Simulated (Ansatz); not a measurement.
## Nudged elastic band, with input and output: WHClOF$_{5}$ (part 2 of 2)

WHClOF$_{5}$, multiplicity 2; UKS PBE/def2-SVP (Ansatz 0.2.0). The run did not end well. One setting was made poor on purpose. It belongs to a series of runs on one base structure; here: band between the two ends.

Geometry of the input (Å):
```
W  -0.0746  -0.0236  0.0058
F  -0.4558  -0.5061  1.7828
F  1.7390  -0.0852  0.4593
F  -0.1415  1.7692  0.5307
F  -1.9211  0.0072  -0.2969
F  -0.0432  -1.8570  -0.3765
O  0.3040  0.4095  -1.7476
H  0.5317  0.5378  -2.6818
Cl 0.5892  0.5407  4.1071
```

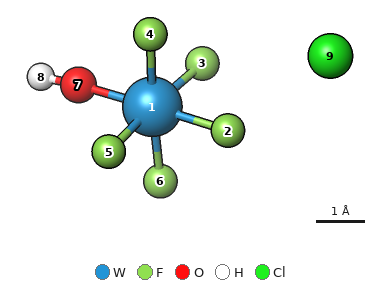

*The structure as given in the input (ball-and-stick view, seen at a tilt; atoms are numbered from 1 in the order of the input). Sticks mark near contacts.*

```
Unfinished report: {"positions_ang":[[-0.002086030206515959,-0.0023834312576576713,-0.04628918149141015],[0.025591976013011792,0.07152962620949545,1.8319229054380035],[1.8681462610535848,-0.06276927528117583,0.05963979347339488],[-0.010571796623389342,1.8733906470785715,0.026060764208575074],[-1.8682598031102913,-0.031385985680089566,-0.02042567248330496],[-0.047412519675269986,-1.8661818432093378,-0.060826986302046714],[0.11772684160470191,0.15368300398216064,-1.8979738642801744],[0.5210039973556224,0.7738123243422945,-2.5331683282374557],[-0.07633693641145417,-0.11729405618426153,4.423959559674421]],"unchecked":["starts","cluster_reference","orbital_swaps","neighbouring_geometries","increment"],"mean_field":{"relativity":"none","state":{"energy":{"ev":-29967.42752321613,"hartree":-1101.2826488262604},"converged":true,"gradient_ev":0.000011519532845043483,"stability":{"kind":"minimum","curvature_ev":0.4173137598538898},"curvature_floor_ev":0.00030000000000000003,"spin_squared":0.7515507671115671},"others":[],"fillings":{"estimated":0,"unestimated":0,"tried":0,"untried":0,"excluded_magnetic_sites":0},"n_dropped_functions":0,"n_trapped_functions":0,"passes":{"evaluations":5,"products":41},"factors":{"origin":"density fitting in generated functions","count":1443,"bound_ev":null},"gradient_stop_ev":0.000012519412795616694,"reference_kind":"stationary","functional":{"name":"PBE","citations":["Perdew, Burke & Ernzerhof, Phys. Rev. Lett. 77, 3865 (1996) doi:10.1103/PhysRevLett.77.3865"],"text":"name \"PBE\"\ncite \"Perdew, Burke & Ernzerhof, Phys. Rev. Lett. 77, 3865 (1996) doi:10.1103/PhysRevLett.77.3865\"\nparent pbe\nparameter kappa = 0.804\nparameter beta = 0.06672455060314922\nexchange = pbe_x(kappa = kappa, mu = beta*pi^2/3)\ncorrelation = pbe_c(beta = beta)\n","parameters":{"beta":{"value":0.06672455060314922,"default":0.06672455060314922},"kappa":{"value":0.804,"default":0.804}},"final_grid":{"core_spheres":13.0,"valence_spheres":11.0,"degree":36.0},"final_grid_parameter_source":"default","radial_points_factor":1.0,"radial_grid_error_ev":3.125828648923977e-7,"grid_sensitivity":"normal","grid_sensitivity_ratio":0.001870803151768979},"unsmoothed_excess_ev":-0.00007162020226090093,"symmetry":{"irreps":["A"],"axes":[[0.9999312947459899,-0.0030129105076854186,0.011328201882092437],[0.0028648633872066917,0.999910577949923,0.013062490636318118],[-0.011366545006351158,-0.01302913942376605,0.9998505104166798]],"occupied":[{"A":43},{"A":42}]},"density_repulsion":{"missed_ev":0.0000743167322886143,"excess_ev":0.0000743147392979529,"most_excess_ev":0.0011049999999999999,"are_drawn_again":false,"n_first_factors":1443,"energy_change_ev":0.0,"n_dropped_ends":0},"direct_passes":"host"},"factors":{"origin":"density fitting in generated functions","count":1443,"bound_ev":null},"n_frozen":0,"n_occupied":[43,42],"n_virtual":[96,97],"reference":{"ev":-29967.42752321613,"hartree":-1101.2826488262604},"total":{"ev":-29967.42752321613,"hartree":-1101.2826488262604},"forces_ev_per_angstrom":[[0.0044590348915885996,0.0009238569213339712,-0.028200765889041718],[-0.0014036432404247409,0.006681206412806862,-0.048691624947868946],[-0.00040711588337795536,0.010285556664621612,0.04585078275438028],[0.01158900338232546,-0.0019345583449033562,0.0461825404029674],[-0.0011297587277879634,0.014005783633515406,-0.0008962442435326486],[0.009191271126147399,-0.008500143900265876,-0.006148597000783016],[0.028524724102381608,0.036207247848993936,-0.009511554442352885],[-0.04472972267282161,-0.045721830750030945,-0.09298694309069372],[-0.0060937929742017945,-0.011947118498030176,0.09440240648600562]],"charge_distribution":{"dipole_moment_e_ang":[0.1318316372946494,0.19530891148098012,-0.7638577926287925],"mulliken_charges_e":[1.407479070917729,-0.2650545375645095,-0.26329198512590857,-0.2687746155305675,-0.25253431666600257,-0.24941176274577792,-0.33860919551026036,0.25191022231264015,-0.02171288008733896],"lowdin_charges_e":[-0.7322208036797555,0.0892162157876637,0.09125680528406299,0.08711532410584688,0.10420482101331707,0.10862328866678084,0.20942832916044019,0.04631179253916329,-0.0039357728775115675]},"n_threads":4,"memory_gib":4.261363637633622,"seconds":{"hamiltonian":3.77233912,"orbitals":0.0,"second_order":0.0,"solver_start":0.0,"cycles":0.0,"cycle":0.0,"perturbative":0.0,"full_ci_increment":0.0,"forces":0.0}}
this run last wrote the band of iteration 32 to [file]
Error: NEB band did not converge after 32 iterations: max|band force component| = 1.03e-1 eV/Å (threshold 3.0e-2); raise `neb.max_iterations` in a new run, which can start from the last band evaluated (`neb.initial_path`, with `crystal.atoms` and `neb.final_atoms` set to its first and last images), add images, or start from endpoints closer to local minima. Where this run's directory can be resumed (`checkpoint.write`), a resume goes on for up to `neb.max_iterations` more; to start a new run from the last band, take its images' positions from the `neb_iteration` event of iteration 32 (`data.images[].positions_ang`), in the event stream of the run that computed that iteration (not this run's, if it was resumed behind it). With `checkpoint.write`, `steps/00-neb/state/checkpoint.json` in the run directory holds the last saved band, under `neb.evaluated.images[].positions_ang` (a band under a hybrid functional on support functions is neither saved nor resumed: `neb.initial_path` says where its path is): check the last entry of `neb.iterations` there, which is earlier than 32 if that iteration was not saved or its write failed. If the band's step has no `state` directory and holds `state.next`, a write was cut short, and the file is under `state.next` instead (behind a loss of power it can be under `state.prev`)
this run wrote the band of iteration 32 to [file] as well, whether or not its events were kept: a new run's `neb.initial_path` can list its `images[].positions_ang`
a run's events are kept only if it was started with --events-out <file>, and are in that file
```

The last band as extended XYZ (Å, eV, eV/Å):
```
9
Properties=species:S:1:pos:R:3:forces:R:3 image=0 energy=-29967.48361
W    -0.0746   -0.0236    0.0058    0.0191   0.0100   0.0105
F    -0.4558   -0.5061    1.7828    0.0121   0.0198  -0.0122
F     1.7390   -0.0852    0.4593   -0.0122  -0.0035  -0.0005
F    -0.1415    1.7692    0.5307   -0.0064  -0.0201   0.0012
F    -1.9211    0.0072   -0.2969    0.0136  -0.0011  -0.0011
F    -0.0432   -1.8570   -0.3765   -0.0028   0.0232  -0.0031
O     0.3040    0.4095   -1.7476   -0.0139  -0.0222   0.0284
H     0.5317    0.5378   -2.6818   -0.0009   0.0024  -0.0007
Cl    0.5892    0.5407    4.1071   -0.0086  -0.0083  -0.0224
9
Properties=species:S:1:pos:R:3:forces:R:3 image=1 energy=-29967.47758
W    -0.0660   -0.0299   -0.0076   -0.0056  -0.0062   0.0166
F    -0.3648   -0.3973    1.8128   -0.0139  -0.0127  -0.0167
F     1.7659   -0.0762    0.3708   -0.0045  -0.0094   0.0138
F    -0.1072    1.7881    0.4312   -0.0077  -0.0060   0.0152
F    -1.9216   -0.0093   -0.2350   -0.0007  -0.0098  -0.0116
F    -0.0531   -1.8777   -0.2951   -0.0088  -0.0016  -0.0104
O     0.2508    0.3367   -1.7860    0.0332   0.0365  -0.0536
H     0.5542    0.6255   -2.6617   -0.0167  -0.0160   0.0085
Cl    0.4696    0.4325    4.1534    0.0245   0.0251   0.0382
9
Properties=species:S:1:pos:R:3:forces:R:3 image=2 energy=-29967.46339
W    -0.0596   -0.0377   -0.0263    0.0049   0.0051  -0.0265
F    -0.2739   -0.2896    1.8244   -0.0220  -0.0186  -0.0224
F     1.7874   -0.0727    0.2782   -0.0051  -0.0169   0.0221
F    -0.0774    1.8030    0.3176   -0.0136  -0.0062   0.0257
F    -1.9209   -0.0245   -0.1879    0.0006  -0.0212  -0.0104
F    -0.0593   -1.8935   -0.2373   -0.0183  -0.0006  -0.0102
O     0.2038    0.2727   -1.8294    0.0237   0.0275   0.0058
H     0.5695    0.7044   -2.6184   -0.0027  -0.0019  -0.0563
Cl    0.3581    0.3302    4.2621    0.0326   0.0327   0.0723
9
Properties=species:S:1:pos:R:3:forces:R:3 image=3 energy=-29967.44822
W    -0.0460   -0.0361   -0.0410    0.0097   0.0102  -0.0410
F    -0.1742   -0.1738    1.8291   -0.0217  -0.0146  -0.0338
F     1.8123   -0.0703    0.1914   -0.0032  -0.0159   0.0293
F    -0.0517    1.8218    0.2064   -0.0109  -0.0038   0.0341
F    -1.9109   -0.0347   -0.1392    0.0026  -0.0214  -0.0039
F    -0.0608   -1.8965   -0.1861   -0.0177  -0.0002  -0.0057
O     0.1672    0.2222   -1.8650    0.0227   0.0244   0.0093
H     0.5655    0.7546   -2.5743   -0.0065  -0.0025  -0.0816
Cl    0.2266    0.2052    4.3616    0.0250   0.0240   0.0931
9
Properties=species:S:1:pos:R:3:forces:R:3 image=4 energy=-29967.43581
W    -0.0252   -0.0233   -0.0483    0.0061   0.0044  -0.0299
F    -0.0705   -0.0528    1.8304   -0.0121  -0.0038  -0.0435
F     1.8408   -0.0676    0.1165   -0.0020  -0.0056   0.0370
F    -0.0294    1.8459    0.1089   -0.0010  -0.0024   0.0404
F    -1.8918   -0.0379   -0.0822    0.0019  -0.0059  -0.0014
F    -0.0566   -1.8863   -0.1292   -0.0047  -0.0032  -0.0055
O     0.1392    0.1848   -1.8883    0.0309   0.0373  -0.0122
H     0.5461    0.7752   -2.5473   -0.0284  -0.0277  -0.0840
Cl    0.0750    0.0543    4.4223    0.0094   0.0069   0.0991
9
Properties=species:S:1:pos:R:3:forces:R:3 image=5 energy=-29967.42745
W    -0.0021   -0.0024   -0.0463    0.0045   0.0009  -0.0282
F     0.0256    0.0715    1.8319   -0.0014   0.0067  -0.0487
F     1.8681   -0.0628    0.0596   -0.0004   0.0103   0.0459
F    -0.0106    1.8734    0.0261    0.0116  -0.0019   0.0462
F    -1.8683   -0.0314   -0.0204   -0.0011   0.0140  -0.0009
F    -0.0474   -1.8662   -0.0608    0.0092  -0.0085  -0.0061
O     0.1177    0.1537   -1.8980    0.0285   0.0362  -0.0095
H     0.5210    0.7738   -2.5332   -0.0447  -0.0457  -0.0930
Cl   -0.0763   -0.1173    4.4240   -0.0061  -0.0119   0.0944
9
Properties=species:S:1:pos:R:3:forces:R:3 image=6 energy=-29967.43685
W     0.0028    0.0443   -0.0334    0.0043  -0.0051  -0.0268
F     0.0069    0.2120    1.8393   -0.0001   0.0306  -0.0433
F     1.8723    0.0178    0.0901   -0.0021   0.0212   0.0395
F    -0.0361    1.9214   -0.0474    0.0076  -0.0082   0.0354
F    -1.8627   -0.0244   -0.0158   -0.0036   0.0248   0.0000
F    -0.0034   -1.8185    0.0430    0.0070  -0.0158   0.0019
O     0.1234    0.1131   -1.8888    0.0282   0.0229  -0.0080
H     0.4923    0.6938   -2.5789   -0.0376  -0.0378  -0.0790
Cl   -0.0677   -0.3669    4.3747   -0.0037  -0.0325   0.0803
9
Properties=species:S:1:pos:R:3:forces:R:3 image=7 energy=-29967.45075
W     0.0114    0.0910   -0.0142    0.0082  -0.0031  -0.0484
F    -0.0046    0.3387    1.8501    0.0023   0.0490  -0.0348
F     1.8798    0.1043    0.1203   -0.0046   0.0250   0.0314
F    -0.0578    1.9650   -0.1062    0.0042  -0.0139   0.0288
F    -1.8528   -0.0115    0.0029   -0.0061   0.0282   0.0002
F     0.0433   -1.7658    0.1497    0.0052  -0.0195   0.0078
O     0.1283    0.0738   -1.8692    0.0124  -0.0083   0.0331
H     0.4522    0.5942   -2.6249   -0.0190  -0.0120  -0.0818
Cl   -0.0720   -0.5973    4.2744   -0.0026  -0.0453   0.0637
9
Properties=species:S:1:pos:R:3:forces:R:3 image=8 energy=-29967.46645
W     0.0240    0.1401    0.0074    0.0094  -0.0013  -0.0719
F    -0.0220    0.4395    1.8641    0.0042   0.0533  -0.0229
F     1.8897    0.2013    0.1566   -0.0065   0.0213   0.0208
F    -0.0756    2.0083   -0.1415    0.0017  -0.0153   0.0180
F    -1.8394    0.0109    0.0200   -0.0060   0.0228   0.0008
F     0.0950   -1.7075    0.2481    0.0026  -0.0161   0.0112
O     0.1390    0.0426   -1.8414   -0.0049  -0.0328   0.0873
H     0.3951    0.4577   -2.6813    0.0009   0.0154  -0.0915
Cl   -0.0781   -0.8004    4.1508   -0.0013  -0.0473   0.0483
9
Properties=species:S:1:pos:R:3:forces:R:3 image=9 energy=-29967.47803
W     0.0413    0.1932    0.0265   -0.0005  -0.0044  -0.0049
F    -0.0453    0.5158    1.8784    0.0035   0.0349  -0.0176
F     1.9020    0.3083    0.1953   -0.0039   0.0124   0.0079
F    -0.0892    2.0548   -0.1577    0.0009  -0.0063   0.0006
F    -1.8217    0.0413    0.0272   -0.0031   0.0126   0.0008
F     0.1520   -1.6440    0.3307    0.0006  -0.0048   0.0108
O     0.1582    0.0239   -1.8102    0.0107  -0.0027  -0.0205
H     0.3179    0.2819   -2.7330   -0.0080  -0.0057  -0.0077
Cl   -0.0874   -0.9829    4.0259   -0.0002  -0.0360   0.0306
9
Properties=species:S:1:pos:R:3:forces:R:3 image=10 energy=-29967.48322
W     0.0610    0.2508    0.0402   -0.0004   0.0013   0.0002
F    -0.0697    0.5852    1.8866    0.0005  -0.0009  -0.0010
F     1.9146    0.4237    0.2251    0.0000   0.0005   0.0002
F    -0.0997    2.1043   -0.1825    0.0000  -0.0001   0.0002
F    -1.8017    0.0773    0.0234    0.0001   0.0002   0.0001
F     0.2118   -1.5743    0.4013   -0.0001   0.0006   0.0003
O     0.1829    0.0106   -1.7856   -0.0001  -0.0001   0.0003
H     0.2308    0.0857   -2.7519    0.0001  -0.0010  -0.0002
Cl   -0.1022   -1.1708    3.9263   -0.0001  -0.0005  -0.0001
```

What the run reported:

| quantity | value |
| --- | --- |
| outcome | not converged |
| barrier, forward (band not converged) | 0.056 eV |
| barrier, backward | 0.056 eV |
| hardware | 4 threads of Arm Neoverse V1, 24 GiB of memory available, shared host |
| wall time | 19 min (CPU time 76 min) |
| peak memory | 0.45 GiB |

What went wrong:

The run did not converge: “NEB band did not converge after 32 iterations: max|band force component| = 1.03e-1 eV/Å (threshold 3.0e-2); raise `neb.max_iterations` in a new run, which can start from the last band evaluated (`neb.initial_path`, with `crystal.atoms` and `neb.final_atoms` set to its first and last images), add images, or start from endpoints closer to local minima …” Its last values are not results. A deliberately poor setting: step length.
